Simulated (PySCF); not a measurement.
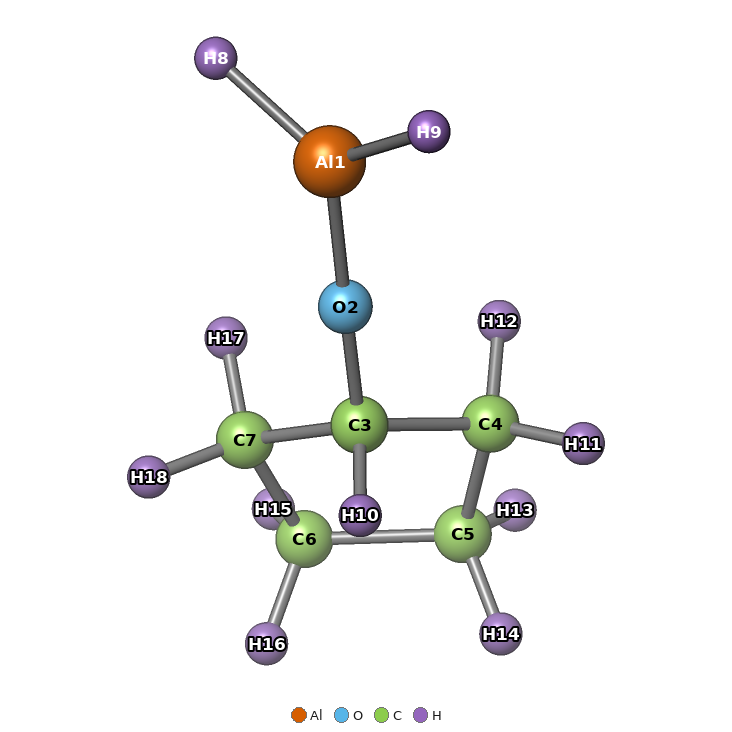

Depth is shown by fading: the farther an atom, the more it takes the colour of the background. The computed structure is the end point of a GFN2-xTB optimisation. No frequency run is at hand to confirm it as a minimum.

How is the 5-membered ring C3–C4–C5–C6–C7 puckered?

Answer. It is between envelope and twist. The Cremer–Pople amplitude Q is 0.40 Å.

Give the torsion angles round the ring, beginning with the bond from its second to its third atom.

Answer. 28°, −4°, −21°, 38°, −41°.
